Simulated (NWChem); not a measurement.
**ZnHCl (SMILES [Cl][ZnH]) at M06-2X/SBKJC-VDZ (core potential)**

Aim: the electronic atomisation energy of ZnHCl at M06-2X/SBKJC-VDZ (core potential), from 4 runs. 

The results are computed with NWChem 7.3.0.

## (1) The structure to begin with

The species is ZnHCl (3 atoms), meant as a singlet with charge 0. SMILES: `[Cl][ZnH]`. Geometry: relaxed at PBE0-D4/def2-TZVP.

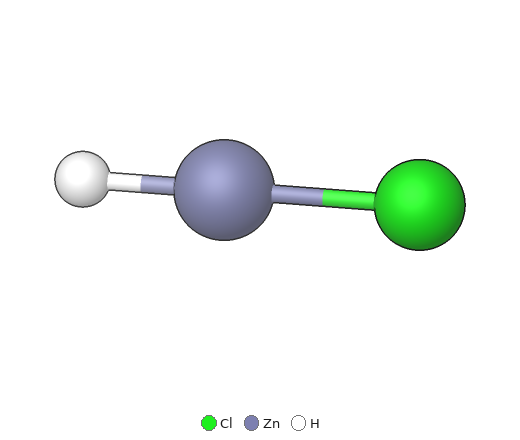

The structure, seen from a chosen angle (chlorine green, zinc blue, hydrogen white).

## (2) The energy at M06-2X/SBKJC-VDZ (core potential) (run 1)

Contents of clhzn.nw:

```
START clhzn
TITLE "ClHZn"
memory 2200 mb
GEOMETRY units angstrom noautosym nocenter noautoz
   Cl     1.621600    -0.593300     0.815700
   Zn    -0.168900     0.036300    -0.087800
   H     -1.463600     0.492300    -0.741100
END
BASIS spherical bse
   * library SBKJC-VDZ
END
ECP bse
   Cl library SBKJC-VDZ
   Zn library SBKJC-VDZ
END
DFT
   xc m06-2x
   grid fine
   convergence energy 1e-08
   maxiter 100
   mulliken
   noprint "final vectors analysis"
END
TASK dft energy
```

Run with:

```console
$ nwchem clhzn.nw > clhzn.out
```

The log of the run:

```text
[...]
          Wavefunction type:  closed shell.
          No. of atoms     :     3
          No. of electrons :    28
[...]
          Charge           :     0
          Spin multiplicity:     1
[...]
          AO basis - number of functions:    41
[...]
              XC Information
              --------------
                       M06-2X Method XC Functional
                     Hartree-Fock (Exact) Exchange  0.540
                        M06-2X Exchange Functional  1.000
                      M06-2X Correlation Potential  1.000
[...]
 d= 0,ls=0.0,diis     1   -241.6676827085 -2.85D+02  1.74D-02  2.41D-01     0.9
[...]
 d= 0,ls=0.0,diis     8   -241.7043749737 -1.20D-09  1.08D-06  4.52D-08     4.9
         Total DFT energy =     -241.704374973652
      One electron energy =     -517.074558052035
           Coulomb energy =      256.376876567803
    Exchange-Corr. energy =      -24.235449556841
 Nuclear repulsion energy =       43.228756067421
[...]
      Total Density - Mulliken Population Analysis
     ---------------------------------------------
    Atom       Charge   Shell Charges
 -----------   ------   -------------------------------------------------------
    1 Cl   7     7.28   1.49  3.79  0.42  1.58
    2 Zn  20    19.71   1.46  4.84  0.51  1.16  0.75  0.59  0.27  0.11  6.62  2.52  0.88
    3 H    1     1.01   0.40  0.62
[...]
```

Wall time 5.7 s (1 thread of Intel Xeon Platinum 8488C (Sapphire Rapids), shared host); peak memory 0.11 GiB.

## (3) The Cl atom at the same level (run 2)

Contents of cl.nw:

```
start cl
title "Cl M06-2X"
memory stack 880 mb heap 220 mb global 1100 mb
geometry noautosym nocenter noautoz
Cl       0.000000       0.000000       0.000000
end
basis "ao basis" spherical bse
* library SBKJC-VDZ
end
ecp bse
Cl library SBKJC-VDZ
end
dft
xc m06-2x
mult 2
grid fine
convergence energy 1e-08
maxiter 100
mulliken
noprint "final vectors analysis"
end
task dft energy
```

Run with:

```console
$ nwchem cl.nw > cl.out
```

The log of the run:

```text
[...]
          Wavefunction type:  spin polarized.
          No. of atoms     :     1
          No. of electrons :     7
[...]
          Charge           :     0
          Spin multiplicity:     2
[...]
          AO basis - number of functions:     8
[...]
              XC Information
              --------------
                       M06-2X Method XC Functional
                     Hartree-Fock (Exact) Exchange  0.540
                        M06-2X Exchange Functional  1.000
                      M06-2X Correlation Potential  1.000
[...]
 d= 0,ls=0.0,diis     1    -14.8122548412 -1.48D+01  1.06D-02  2.75D-03     0.1
[...]
 d= 0,ls=0.0,diis     6    -14.8135872972 -2.26D-10  3.98D-07  8.79D-12     0.5
[...]
         Total DFT energy =      -14.813587297238
      One electron energy =      -24.612702684867
           Coulomb energy =       12.588821669332
    Exchange-Corr. energy =       -2.789706281703
 Nuclear repulsion energy =        0.000000000000
[...]
      Total Density - Mulliken Population Analysis
     ---------------------------------------------
    Atom       Charge   Shell Charges
 -----------   ------   -------------------------------------------------------
    1 Cl   7     7.00   1.52  3.59  0.48  1.41
     --------------------------------------------
      Spin Density - Mulliken Population Analysis
     --------------------------------------------
    Atom       Charge   Shell Charges
 -----------   ------   -------------------------------------------------------
    1 Cl   7     1.00  -0.00  0.79  0.00  0.21
[...]
      <S2> =      0.7507 (Exact =     0.7500)
[...]
```

Run time: 1.1 s. Hardware: 1 thread of Intel Xeon Platinum 8488C (Sapphire Rapids), shared host; peak memory 0.1 GiB.

Run 3 isn't shown in full; the table further down has it.

## (4) The Zn atom (run 4)

Contents of mol.nw:

```
echo
start mol
memory total 2200 mb
geometry units angstrom noautosym nocenter noautoz
   Zn    0.000000    0.000000    0.000000
end
basis spherical bse
   * library SBKJC-VDZ
end
ecp bse
   Zn library SBKJC-VDZ
end
dft
   xc m06-2x
   grid fine
   convergence energy 1e-08
   iterations 100
   mulliken
   print low
end
task dft energy
```

Run the same way, it converges to -226.19267 Eh (log not shown).

## (5) Overview of the runs

| run | level | core potential | partner | energy (Eh) | wall time |
| --- | --- | --- | --- | --- | --- |
| 1 | M06-2X/SBKJC-VDZ (core potential) | SBKJC-VDZ | base | -241.704375 | 5.7 s |
| 2 | UM06-2X/SBKJC-VDZ (core potential) | SBKJC-VDZ | atoms | -14.813587 | 1.1 s |
| 3 | UM06-2X/SBKJC-VDZ | – | atoms | -0.493010 | 0.66 s |
| 4 | M06-2X/SBKJC-VDZ (core potential) | SBKJC-VDZ | atoms | -226.192673 | 2.5 s |

## (6) Outcome

Level: M06-2X/SBKJC-VDZ (core potential).

| quantity | value |
| --- | --- |
| Zn atom: total energy | -226.19267 Eh |
| electronic atomisation energy | 5.581 eV |

**Reading.** Taking the molecule apart into free atoms costs 5.58 eV (539 kJ/mol), before zero-point energy and without spin-orbit coupling. The basis has no polarisation functions, which makes bonds too weak. All runs together took 9.9 s, the longest 5.7 s.
